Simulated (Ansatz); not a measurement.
Geometry relaxation, with input and output: BNH4SCl2 (part 1 of 2)

System: BNH4SCl2.
Method: RKS PBE0-D4/def2-SVP (Ansatz 0.2.0).

It belongs to a series of runs on one base structure; here: end point B relaxed.

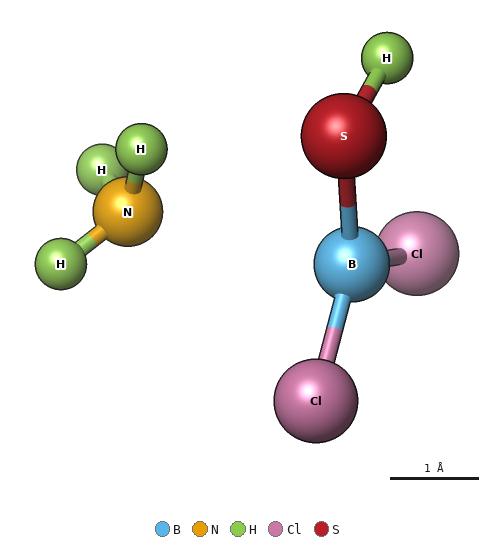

**Figure 1.** The structure as given in the input (ball-and-stick view, seen at a tilt). Bond lengths as drawn: B–Cl 1.75 Å, B–S 1.86 Å, H–N 1.02 to 1.04 Å and H–S 1.35 Å.

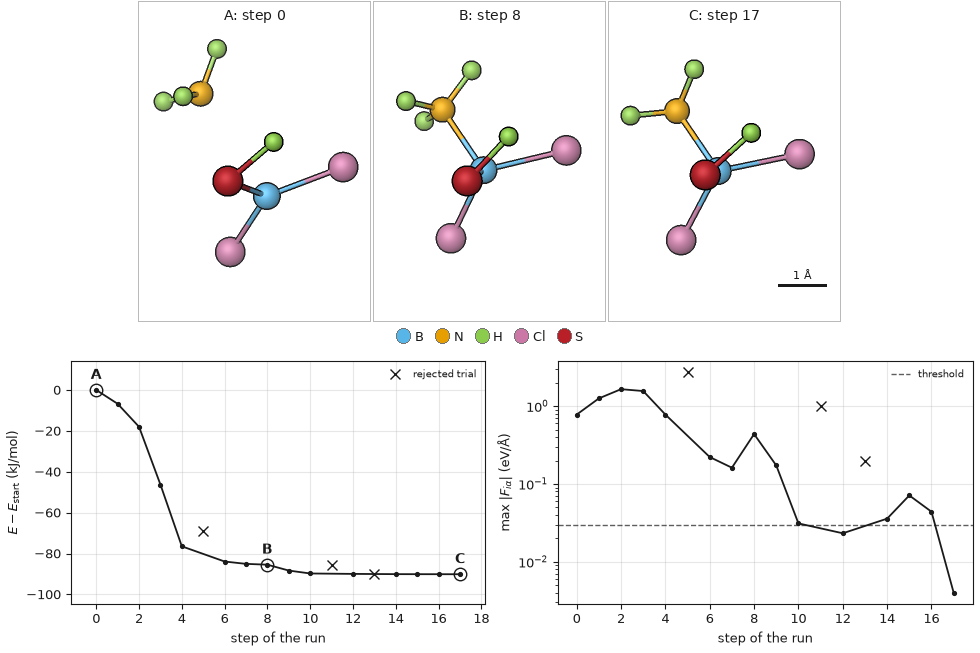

**Figure 2.** Frames of the relaxation (ball-and-stick view, seen at a tilt) above the curves, on which the letters mark them (the first geometry is step 0 here and step 1 in the log).

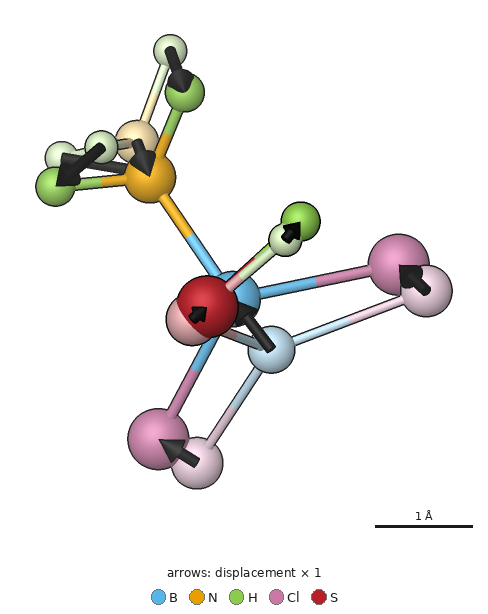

**Figure 3.** Start (faint) and end (solid) with the displacements as black arrows, at true length (ball-and-stick view, seen at a tilt). The two geometries are laid on each other by the best rigid fit. Over 17 geometry steps the energy falls by 90.1 kJ/mol. Largest force component: 0.78 eV/Å at the start, 0.004 eV/Å at the end. The line search rejected the trial steps at points 5, 11, 13 (counted from 0) and went back. The largest move after the best rigid fit is that of H4, 0.99 Å. By element the largest moves are H 0.99 Å, B 0.68 Å, Cl 0.53 Å, N 0.46 Å, S 0.21 Å. Distances before and after: B1–N2 2.741 → 1.630 Å, B1–Cl5 1.752 → 1.836 Å, B1–S7 1.861 → 1.884 Å, N2–H9 1.036 → 1.023 Å. New bonds form: B1–N2 (2.74 → 1.63 Å). Among the angles that change: Cl5–B1–Cl6 120.9° → 114.4°, Cl5–B1–S7 116.6° → 110.5°, Cl6–B1–S7 121.5° → 115.6°. (Atoms are counted from 1 in the order of the input.)

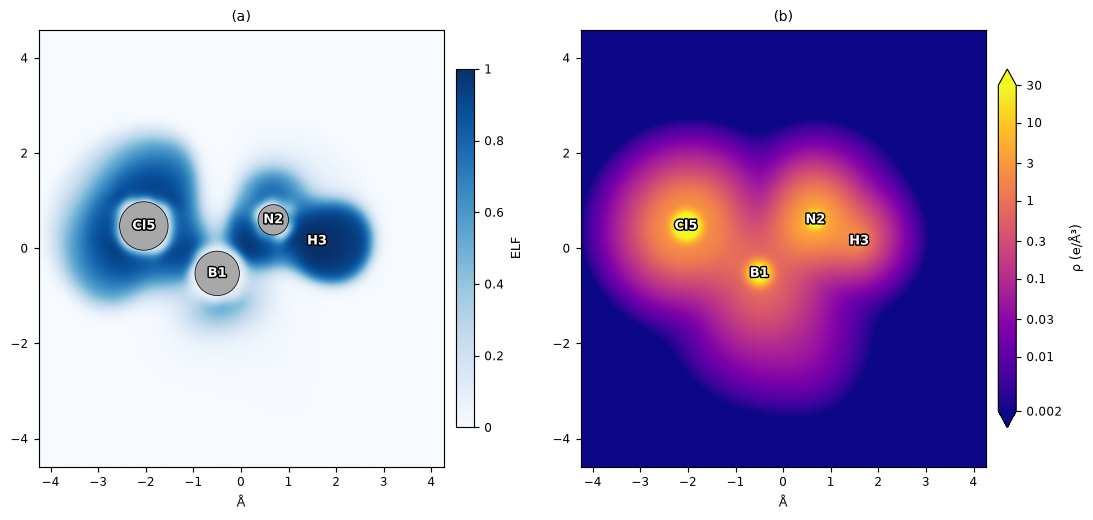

**Figure 4.** (a) electron localisation function; (b) total electron density on the plane of atoms B1, N2 and H3. Grey discs, where drawn, cover atomic cores. The section cuts through B, N, H and Cl sites. N–H (1.02 Å): ρ is about 2.9 e/Å³ halfway, with its minimum of 2.2 e/Å³ about 0.8 Å from N; the ELF climbs to about 1 towards the hydrogen, as it does in any bond to H (a covalent bond by its length).

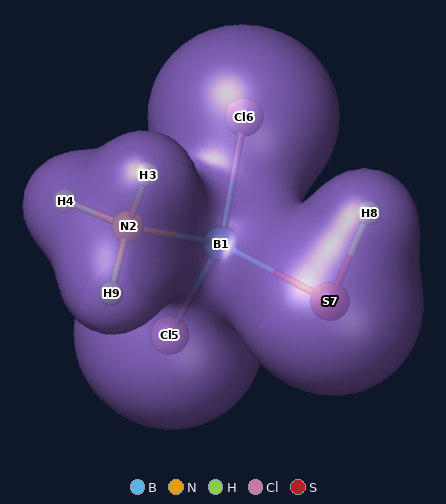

**Figure 5.** Isosurface of the electron density at 0.2 e/Å³ (purple), seen from the side. At this value the surface is in one piece. On the grid the lowest density along these lines, outside the cores, is 0.82 e/Å³ (B–N, 1.63 Å), 0.86 e/Å³ (B–Cl, 1.84 Å), 0.94 e/Å³ (B–S, 1.88 Å) and 2.2 e/Å³ (N–H, 1.02 Å).

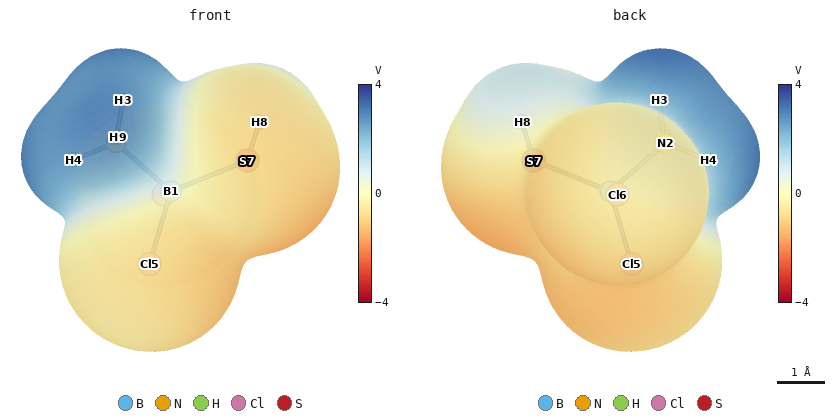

**Figure 6.** The electrostatic potential painted on the density surface at 0.002 e/bohr³, seen at a tilt and from behind; the colour scale runs from red (negative) to blue (positive). A positive charge is drawn to the negative regions and a negative charge to the positive ones.

The input that produced these results follows, with the program's output.

The input:
```yaml
crystal:
  periodic: [false, false, false]
  atoms:
    - { symbol: B, position_ang: [-0.216235, 0.618687, -0.491504] }
    - { symbol: "N", position_ang: [-0.071221, -0.0155, 2.171485] }
    - { symbol: H, position_ang: [-0.789772, -0.447871, 2.746009] }
    - { symbol: H, position_ang: [0.83541, -0.237405, 2.576822] }
    - { symbol: Cl, position_ang: [1.442288, 0.179434, -0.847448] }
    - { symbol: Cl, position_ang: [-1.538597, -0.456691, -0.893891] }
    - { symbol: S, position_ang: [-0.518381, 2.381203, 0.023722] }
    - { symbol: H, position_ang: [-1.864517, 2.275678, 0.059977] }
    - { symbol: H, position_ang: [-0.192274, 1.012666, 2.216727] }
basis:
  gaussian: { orbitals: def2-SVP }
hamiltonian:
  xc: pbe0
  dispersion: d4
relax:
  f_tol: 0.03
  max_steps: 50
output:
  orbitals: {}
```

Launched with:
```bash
ansatz run input.yaml --threads 2 --pin off --max-ram 3072MiB --backend cpu --events-out ev --progress --plain --runs-dir out
```

The program's output:
```
The last accepted step is kept in [file] (removed where the run ends without a failure and the disk answers)
Engine: ansatz 0.2.0, aarch64-unknown-linux-gnu
Functional definition: PBE0
  parameter a = 0.25
  parameter kappa = 0.804
  parameter beta = 0.06672455060314922
  exchange = (1 - a)*pbe_x(kappa = kappa, mu = beta*pi^2/3) + a*exact_x
  correlation = pbe_c(beta = beta)
1067 factors; integrals over basis functions are off by at most 5.4e-4 eV
mean field evaluation 1: about -38083.3516 eV, gradient 4.7e1 eV
mean field evaluation 2: about -38078.1850 eV, gradient 6.4e1 eV
mean field evaluation 4: about -38087.7500 eV, gradient 1.6e0 eV
mean field evaluation 8: about -38087.8089 eV, gradient 2.1e-1 eV
mean field evaluation 16: about -38087.8091 eV, gradient 5.4e-5 eV
mean field -38087.80905304 eV, -1399.7011658549 hartree, gradient 5.4e-5 eV, S^2 0.000000; 0 other end points of the search recorded, 0 dependent functions left out
the calculation of the forces begins
reference -38087.80907752 eV, -1399.7011667547 hartree; 33, 33 occupied and 69, 69 virtual orbitals, 1067 factors
relax step   1: F+E_penalty+E_count = -38088.03290495 eV  Δ(F+E_penalty+E_count) = +0.000e0 eV  max|allowed force component| = 7.788e-1 eV/Å  Δτ_max = 0.0000 Å  (27 SCF iters, accepted)
these checks for a lower state are left out or cut short: starts, cluster_reference, orbital_swaps, neighbouring_geometries, increment
1067 factors; integrals over basis functions are off by at most 5.7e-4 eV
mean field -38087.87567380 eV, -1399.7036141227 hartree, gradient 1.0e-5 eV, S^2 0.000000; 0 other end points of the search recorded, 0 dependent functions left out
[... from here on the field's lines of each further geometry are left out, up to the last ...]
relax step   2: F+E_penalty+E_count = -38088.10292813 eV  Δ(F+E_penalty+E_count) = -7.002e-2 eV  max|allowed force component| = 1.257e0 eV/Å  Δτ_max = 0.1942 Å  (29 SCF iters, accepted)
relax step   3: F+E_penalty+E_count = -38088.21960629 eV  Δ(F+E_penalty+E_count) = -1.167e-1 eV  max|allowed force component| = 1.651e0 eV/Å  Δτ_max = 0.1945 Å  (29 SCF iters, accepted)
relax step   4: F+E_penalty+E_count = -38088.51249252 eV  Δ(F+E_penalty+E_count) = -2.929e-1 eV  max|allowed force component| = 1.563e0 eV/Å  Δτ_max = 0.1943 Å  (27 SCF iters, accepted)
relax step   5: F+E_penalty+E_count = -38088.82558624 eV  Δ(F+E_penalty+E_count) = -3.131e-1 eV  max|allowed force component| = 7.792e-1 eV/Å  Δτ_max = 0.1946 Å  (28 SCF iters, accepted)
relax step   6: F+E_penalty+E_count = -38088.74659264 eV  Δ(F+E_penalty+E_count) = +7.899e-2 eV  max|allowed force component| = 2.782e0 eV/Å  Δτ_max = 0.1651 Å  (28 SCF iters, rejected (line search))
relax step   7: F+E_penalty+E_count = -38088.90262539 eV  Δ(F+E_penalty+E_count) = -7.704e-2 eV  max|allowed force component| = 2.217e-1 eV/Å  Δτ_max = 0.0823 Å  (28 SCF iters, accepted)
relax step   8: F+E_penalty+E_count = -38088.91451835 eV  Δ(F+E_penalty+E_count) = -1.189e-2 eV  max|allowed force component| = 1.617e-1 eV/Å  Δτ_max = 0.1000 Å  (29 SCF iters, accepted)
relax step   9: F+E_penalty+E_count = -38088.91870002 eV  Δ(F+E_penalty+E_count) = -4.182e-3 eV  max|allowed force component| = 4.376e-1 eV/Å  Δτ_max = 0.1254 Å  (28 SCF iters, accepted)
relax step  10: F+E_penalty+E_count = -38088.94849963 eV  Δ(F+E_penalty+E_count) = -2.980e-2 eV  max|allowed force component| = 1.730e-1 eV/Å  Δτ_max = 0.2000 Å  (28 SCF iters, accepted)
relax step  11: F+E_penalty+E_count = -38088.96327448 eV  Δ(F+E_penalty+E_count) = -1.477e-2 eV  max|allowed force component| = 3.114e-2 eV/Å  Δτ_max = 0.1803 Å  (28 SCF iters, accepted)
relax step  12: F+E_penalty+E_count = -38088.92276762 eV  Δ(F+E_penalty+E_count) = +4.051e-2 eV  max|allowed force component| = 9.967e-1 eV/Å  Δτ_max = 0.1951 Å  (27 SCF iters, rejected (line search))
relax step  13: F+E_penalty+E_count = -38088.96540282 eV  Δ(F+E_penalty+E_count) = -2.128e-3 eV  max|allowed force component| = 2.324e-2 eV/Å  Δτ_max = 0.0476 Å  (29 SCF iters, accepted)
relax step  14: F+E_penalty+E_count = -38088.96519352 eV  Δ(F+E_penalty+E_count) = +2.093e-4 eV  max|allowed force component| = 1.950e-1 eV/Å  Δτ_max = 0.0867 Å  (28 SCF iters, rejected (line search))
relax step  15: F+E_penalty+E_count = -38088.96660858 eV  Δ(F+E_penalty+E_count) = -1.206e-3 eV  max|allowed force component| = 3.582e-2 eV/Å  Δτ_max = 0.0427 Å  (29 SCF iters, accepted)
relax step  16: F+E_penalty+E_count = -38088.96683127 eV  Δ(F+E_penalty+E_count) = -2.227e-4 eV  max|allowed force component| = 7.124e-2 eV/Å  Δτ_max = 0.0499 Å  (28 SCF iters, accepted)
relax step  17: F+E_penalty+E_count = -38088.96694086 eV  Δ(F+E_penalty+E_count) = -1.096e-4 eV  max|allowed force component| = 4.398e-2 eV/Å  Δτ_max = 0.0067 Å  (24 SCF iters, accepted)
the calculation of the forces begins
reference -38088.72350155 eV, -1399.7347712178 hartree; 33, 33 occupied and 69, 69 virtual orbitals, 1067 factors
relax step  18: F+E_penalty+E_count = -38088.96711092 eV  Δ(F+E_penalty+E_count) = -1.701e-4 eV  max|allowed force component| = 4.010e-3 eV/Å  Δτ_max = 0.0047 Å  (24 SCF iters, accepted)
1067 factors; integrals over basis functions are off by at most 6.6e-4 eV
mean field -38088.72347997 eV, -1399.7347704250 hartree, gradient 1.2e-5 eV, S^2 0.000000; 1 other end points of the search recorded, 0 dependent functions left out
the calculation of the forces begins
reference -38088.72350155 eV, -1399.7347712178 hartree; 33, 33 occupied and 69, 69 virtual orbitals, 1067 factors
Total energy: -38088.96713249 eV, -1399.7437244899 hartree
Atom 0 at    -0.150323     0.563122     0.188430 Å, force    -0.000413     0.001828    -0.004010 eV/Å
Atom 1 at    -0.083538     0.212725     1.778930 Å, force    -0.000510    -0.001095     0.000465 eV/Å
Atom 2 at    -1.018012     0.250680     2.192350 Å, force    -0.000159     0.000449     0.000991 eV/Å
Atom 3 at     0.304052    -0.723881     1.924111 Å, force     0.000788    -0.000237     0.001121 eV/Å
Atom 4 at     1.593915     0.396277    -0.358965 Å, force     0.000624    -0.000801     0.000195 eV/Å
Atom 5 at    -1.284084    -0.713130    -0.491733 Å, force    -0.000040    -0.000344    -0.000121 eV/Å
Atom 6 at    -0.731483     2.346154     0.008851 Å, force    -0.000381     0.000438     0.000240 eV/Å
Atom 7 at    -2.054195     2.080984     0.066481 Å, force    -0.000074    -0.000162     0.000162 eV/Å
Atom 8 at     0.510369     0.897271     2.253444 Å, force     0.000165    -0.000077     0.000957 eV/Å
Dipole moment:    -0.150799    -0.264308     1.303866 e Å
```
